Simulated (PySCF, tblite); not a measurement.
**CH₄N₂OSi+ (doublet): geometry, infrared bands and EPR parameters**

Wanted: the infrared bands and EPR parameters of CH₄N₂OSi+ (doublet) (`N#C[Si@H]([NH2+])O`), by calculation.

Computed with tblite 0.8.0 and PySCF 2.14.0, with density-fitted response routines of our own, on a single molecule in the gas phase. Atoms are numbered from 0 throughout.

### Step 1. The starting structure

9 atoms, charge 1, multiplicity 2; geometry from: force field or distance geometry start.

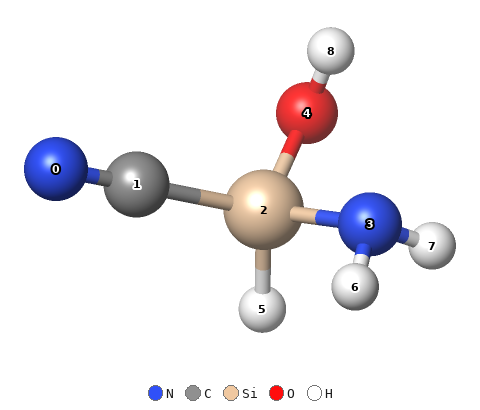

As it starts; nitrogen blue, carbon grey, silicon light orange, oxygen red, hydrogen white, atoms numbered.

### Step 2. Relaxing the molecule with GFN2-xTB

Job settings and geometry (Å):

```
{"job": {"kind": "relax", "xc": "GFN2-xTB", "basis": "xTB"}, "charge": 1, "multiplicity": 2}
N      2.436000    -1.251100     1.339500
C      1.440100    -0.732700     0.976900
Si    -0.138600     0.073100     0.402100
N     -0.568100    -0.308300    -1.210000
O     -0.119600     1.726900     0.319900
H     -1.320100    -0.340600     1.198500
H     -0.685800    -1.320700    -1.274300
H     -1.478800     0.087200    -1.381100
H      0.448400     2.072200    -0.396700
```

Run with:

```console
$ OMP_NUM_THREADS=1 python probes_run.py task.json out
```

The driver reads the jobs from task.json and runs them one after another.

The program printed:

```text
step      E/eV     max force
  0    -415.97973    5.465
  1    -415.34588   20.575
  2    -416.31258    1.718
  3    -416.38544    1.156
  4    -416.56239    2.400
  5    -416.66667    2.307
  6    -416.75387    0.701
  7    -416.78900    0.646
  8    -416.81357    0.775
  9    -416.83335    0.659
 10    -416.85133    0.466
 11    -416.87609    0.757
 12    -416.90290    0.944
 13    -416.92311    0.467
 14    -416.92838    0.254
 15    -416.93326    0.303
 16    -416.94246    0.695
 17    -416.95100    0.728
 18    -416.95814    0.401
 19    -416.96451    0.204
 20    -416.96876    0.378
 21    -416.97318    0.392
 22    -416.97658    0.179
 23    -416.98031    0.184
 24    -416.98538    0.411
 25    -416.99114    0.521
 26    -416.99665    0.432
 27    -417.00159    0.287
 28    -417.00591    0.251
 29    -417.00896    0.271
 30    -417.01068    0.247
 31    -417.01226    0.187
 32    -417.01432    0.280
 33    -417.01737    0.394
 34    -417.01983    0.321
 35    -417.02095    0.152
 36    -417.02166    0.135
 37    -417.02248    0.137
 38    -417.02346    0.202
 39    -417.02438    0.178
 40    -417.02492    0.073
 41    -417.02520    0.127
 42    -417.02553    0.109
 43    -417.02602    0.126
 44    -417.02662    0.091
 45    -417.02695    0.056
 46    -417.02717    0.044
 47    -417.02726    0.030
 48    -417.02733    0.023
 49    -417.02740    0.027
 50    -417.02750    0.038
 51    -417.02762    0.055
 52    -417.02773    0.044
 53    -417.02780    0.021
 54    -417.02783    0.017
 55    -417.02785    0.022
 56    -417.02788    0.028
 57    -417.02791    0.026
 58    -417.02793    0.014
 59    -417.02794    0.008
```

Run time: 0.19 s. Hardware: 1 thread of Arm Neoverse V2, shared host.

Along the way: (not every step is listed) (the energy doesn't fall at every step)

| step | energy from step 0 (eV) | largest force (eV/Å) |
| --- | --- | --- |
| 0 | 0.0000 | 5.4649 |
| 1 | 0.6338 | 20.5747 |
| 2 | -0.3329 | 1.7181 |
| 3 | -0.4057 | 1.1564 |
| 4 | -0.5827 | 2.4000 |
| 5 | -0.6869 | 2.3073 |
| 6 | -0.7741 | 0.7008 |
| 7 | -0.8093 | 0.6459 |
| 8 | -0.8338 | 0.7755 |
| 12 | -0.9232 | 0.9438 |
| 16 | -0.9627 | 0.6952 |
| 20 | -0.9890 | 0.3781 |
| 24 | -1.0057 | 0.4112 |
| 28 | -1.0262 | 0.2510 |
| 32 | -1.0346 | 0.2795 |
| 36 | -1.0419 | 0.1348 |
| 40 | -1.0452 | 0.0728 |
| 44 | -1.0469 | 0.0909 |
| 48 | -1.0476 | 0.0233 |
| 52 | -1.0480 | 0.0443 |
| 54 | -1.0481 | 0.0169 |
| 55 | -1.0481 | 0.0220 |
| 56 | -1.0481 | 0.0282 |
| 57 | -1.0482 | 0.0256 |
| 58 | -1.0482 | 0.0137 |
| 59 | -1.0482 | 0.0079 |

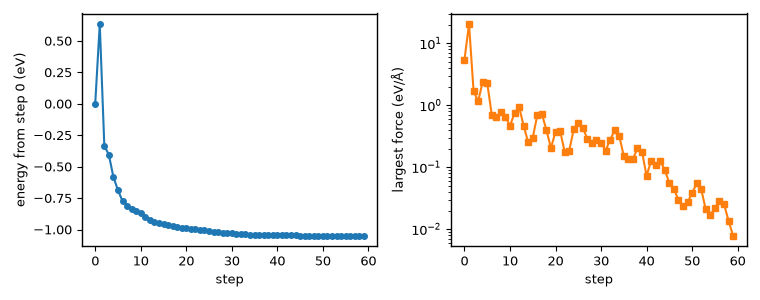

Energy and largest force along the relaxation.

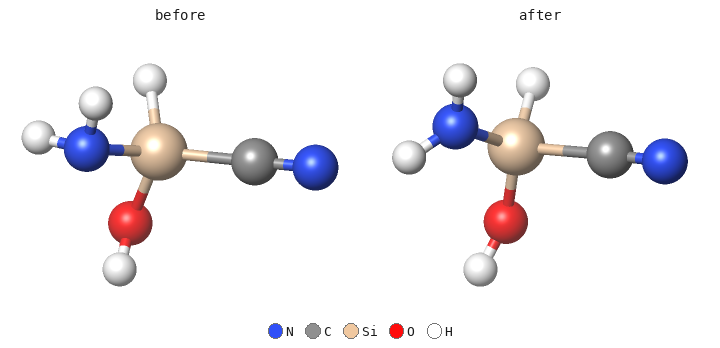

The geometry before (left) and after (right).

Close pairs (by a distance rule), those that changed most:

| bond | before (Å) | after (Å) | change (Å) |
| --- | --- | --- | --- |
| Si2–O4 | 1.656 | 1.573 | -0.083 |
| C1–Si2 | 1.863 | 1.935 | +0.072 |
| N0–C1 | 1.180 | 1.132 | -0.048 |
| Si2–H5 | 1.484 | 1.459 | -0.025 |
| O4–H8 | 0.977 | 0.956 | -0.021 |
| N3–H6 | 1.021 | 1.011 | -0.010 |
| N3–H7 | 1.008 | 1.012 | +0.005 |
| Si2–N3 | 1.711 | 1.710 | -0.002 |

The final coordinates are the input of the step that follows.

### Step 3. Vibrational analysis with GFN2-xTB

Job settings and geometry (Å):

```
{"job": {"kind": "ir", "xc": "GFN2-xTB", "basis": "xTB"}, "charge": 1, "multiplicity": 2}
N      2.307409    -1.306726     1.038396
C      1.335934    -0.771872     0.811156
Si    -0.294351     0.192526     0.414246
N     -0.716689    -0.553249    -1.064971
O      0.029539     1.731936     0.445829
H     -1.131842    -0.150729     1.558585
H     -0.904149    -1.542267    -1.163764
H     -0.847382    -0.067800    -1.943349
H      0.235092     2.474174    -0.121308
```

The program printed:

```text
mode    cm-1     km/mol
  1      92.9     36.66
  2     145.4      8.19
  3     179.3    127.54
  4     212.3      9.07
  5     255.9      7.97
  6     284.8      4.16
  7     308.9     10.96
  8     472.9      5.13
  9     493.3     38.07
 10     511.8    228.16
 11     554.7    236.12
 12     566.5     41.65
 13     724.7     69.04
 14     865.2     16.22
 15    1087.9    187.60
 16    1426.2     80.03
 17    2232.0     43.30
 18    2396.8    113.42
 19    3408.7    166.79
 20    3440.7     57.16
 21    3584.5    228.07
```

Wall time 0.13 s (1 thread of Arm Neoverse V2, shared host).

The strongest bands and the atoms that carry them (share of the mass-weighted mode):

| cm⁻¹ | km/mol | atoms |
| --- | --- | --- |
| 179 | 127.5 | H8 74 %, N0 12 % |
| 512 | 228.2 | H8 78 %, O4 13 % |
| 555 | 236.1 | H6 36 %, H7 30 %, N3 14 %, H5 12 % |
| 1088 | 187.6 | O4 48 %, Si2 42 % |
| 1426 | 80.0 | H6 45 %, H7 44 %, N3 11 % |
| 2397 | 113.4 | C1 56 %, N0 44 % |
| 3409 | 166.8 | H7 65 %, H6 30 % |
| 3584 | 228.1 | H8 94 % |

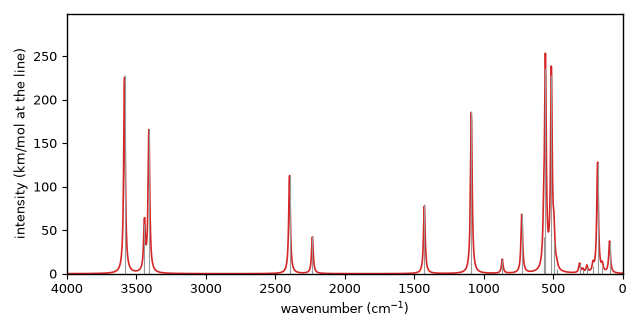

The infrared spectrum from these modes, unscaled. Lines are broadened to a width of 14 cm⁻¹ (Lorentzian).

### Step 4. EPR parameters: B3LYP/pcH-1

Settings changed since step 3:

```diff
@@ -1,2 +1,2 @@
-{"job": {"kind": "ir", "xc": "GFN2-xTB", "basis": "xTB"}, "charge": 1, "multiplicity": 2}
+{"job": {"kind": "epr", "basis": "pcH-1"}, "charge": 1, "multiplicity": 2}
 N      2.307409    -1.306726     1.038396
```

With the program's defaults for keys left out, this is: UKS B3LYP, pcH-1 on C H N O Si, non-relativistic, mean-field spin-orbit, GIAO.

The program printed:

```text
UKS, coarse grid
  cycle   1  E = -514.27676534  |g| = 6.37e-01
  cycle   2  E = -513.15675560  |g| = 1.62e+00
  cycle   3  E = -514.36515474  |g| = 4.25e-01
  cycle   4  E = -514.44332349  |g| = 8.30e-02
  cycle   5  E = -514.44527954  |g| = 5.31e-02
  cycle   6  E = -514.44629207  |g| = 2.08e-02
  cycle   7  E = -514.44656319  |g| = 6.08e-03
  cycle   8  E = -514.44662043  |g| = 3.07e-03
  cycle   9  E = -514.44664428  |g| = 1.52e-03
  cycle  10  E = -514.44665416  |g| = 5.20e-04
UKS, final grid
  cycle   1  E = -514.44667662  |g| = 3.85e-04
  cycle   2  E = -514.44667716  |g| = 4.93e-04
  cycle   3  E = -514.44667734  |g| = 2.19e-04
  cycle   4  E = -514.44667755  |g| = 2.84e-04
  cycle   5  E = -514.44667767  |g| = 1.68e-04
  cycle   6  E = -514.44667770  |g| = 4.53e-05
  cycle   7  E = -514.44667770  |g| = 1.47e-05
E = -514.44667770 Eh   <S^2> = 0.7572 (exact 0.7500)
g shifts (ppm)      1          2          3
  rmc          -209       -209       -209
  gc             16         40         44
  oz_so         436       1790       3215
  total         242       1620       3050
hyperfine (MHz)  atom isotope    a_iso     a_fc   dipolar eigenvalues
    0   14N      11.09      11.03     -8.47     -7.74     16.21
    1   13C      38.50      38.65    -17.36    -16.40     33.76
    2  29Si      71.30      71.42     -2.85      0.09      2.77
    3   14N      27.49      27.46    -34.21    -34.03     68.24
    4   17O      -0.01       0.02     -2.86      1.00      1.86
    5    1H     216.88     216.88     -4.16     -2.46      6.62
    6    1H     -48.73     -48.79    -38.94     -9.45     48.40
    7    1H     -49.90     -49.95    -39.98     -9.07     49.05
    8    1H      -0.39      -0.40     -1.63     -1.50      3.13
```

It took 22 s on 1 thread of Arm Neoverse V2, shared host; peak memory 0.6 GiB.

Principal g values 2.00256, 2.00394, 2.00537; g(iso) = 2.00396, against 2.00232 for a free electron.

Hyperfine couplings; where a row names several nuclei, a(iso) is their mean (it holds for fast rotation or exchange) and the dipolar term the largest among them:

| nuclei | isotope | a(iso) (MHz) | a(iso) (G, at g = 2.0023) | largest dipolar term (MHz) |
| --- | --- | --- | --- | --- |
| H5 | 1H | 216.9 | 77.4 | 6.6 |
| Si2 | 29Si | 71.3 | 25.4 | -2.9 |
| H6, H7 | 1H | -49.3 | -17.6 | 49.1 |
| C1 | 13C | 38.5 | 13.7 | 33.8 |
| N3 | 14N | 27.5 | 9.8 | 68.2 |
| N0 | 14N | 11.1 | 4.0 | 16.2 |
| H8 | 1H | -0.4 | -0.1 | 3.1 |
| O4 | 17O | 0.0 | 0.0 | -2.9 |

Mulliken spin populations:

| atom | value (e) |
| --- | --- |
| N0 | 0.13 |
| C1 | 0.11 |
| Si2 | -0.05 |
| N3 | 0.74 |
| O4 | 0.01 |
| H5 | 0.11 |
| H6 | -0.02 |
| H7 | -0.02 |
| H8 | 0.00 |

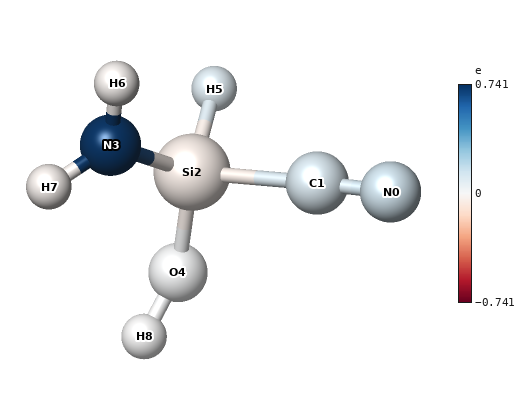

Mulliken spin populations, as colours on the atoms.

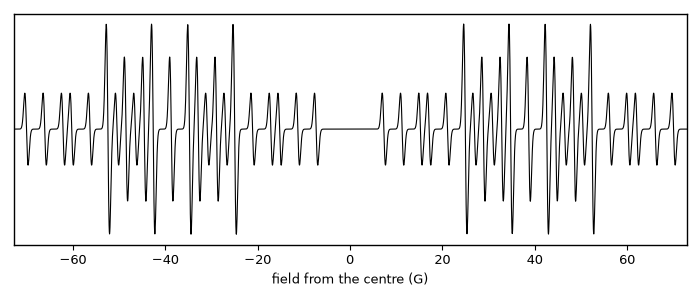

First-order isotropic spectrum (first derivative, main isotopes with spin only, couplings over 0.8 MHz, Gaussian width 0.4 G; couplings of the frozen geometry, rotation of groups not averaged beyond the rows shown).

Orbitals, density, ELF and potential are computed afterwards from the orbital file.

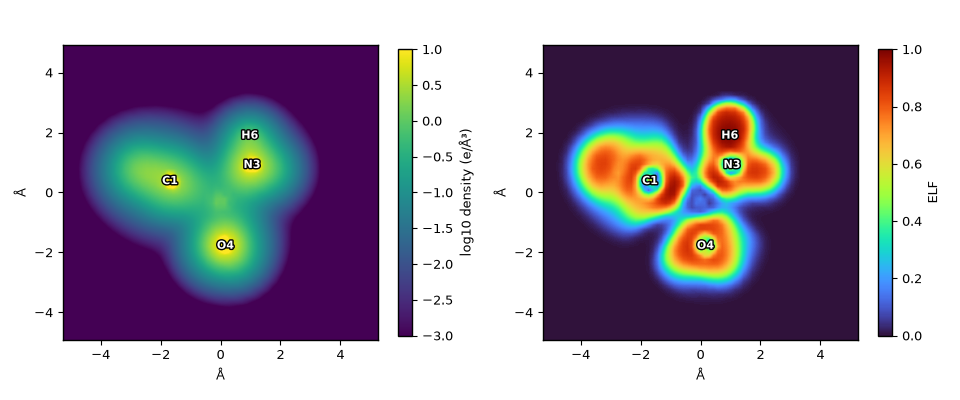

Density (left) and ELF (right) in a plane through or near 4 of the atoms.

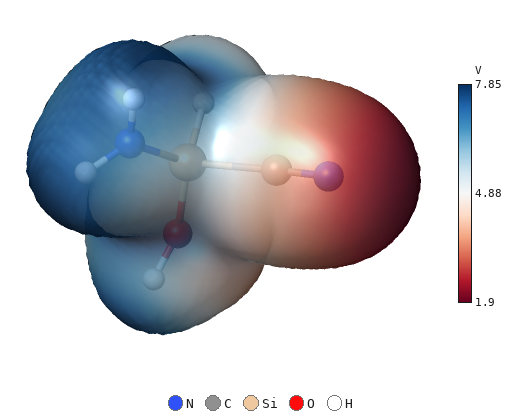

Electrostatic potential on the surface of density 0.002 e/bohr³; red is low, blue high. It runs from 1.90 V near N0 to 7.85 V near H7.

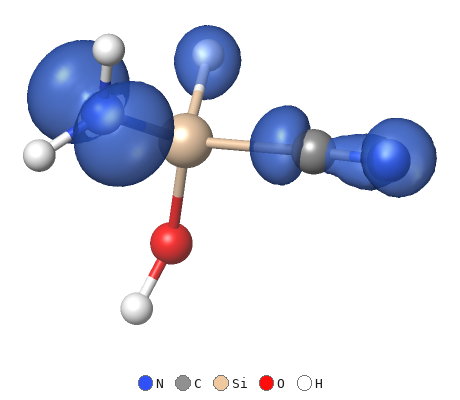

Spin density at ±0.06 e/Å³ (alpha excess blue, beta excess red).

### Step 5. Results

```
                                 quantity                 value
strongest single infrared mode (GFN2-xTB)  555 cm⁻¹, 236 km/mol
             zero-point energy (GFN2-xTB)         33.2 kcal/mol
                           g(iso) (B3LYP)               2.00396
                                     ⟨S²⟩    0.757 (exact 0.75)
       largest a(iso) (averaged by class)   1H on H5, 216.9 MHz
```

What this shows: Over 59 steps the energy fell by 1.048 eV; of the close pairs, Si2–O4 changed most, 1.656 to 1.573 Å. All 21 modes are real, so the xTB geometry is a minimum. The strongest single mode, at 555 cm⁻¹, is carried by H6, H7, N3, H5. Unscaled tight-binding wavenumbers are off by several per cent, some by more. Its intensities can rank the bands wrongly. N3 carries the largest spin population, 0.74 e. The isotropic g lies 1.6 ppt above the free-electron value. These values are for one conformer; the search (at its own cheap level) found 1 more, at 0.19 kcal/mol, and measured spectra average over such forms.
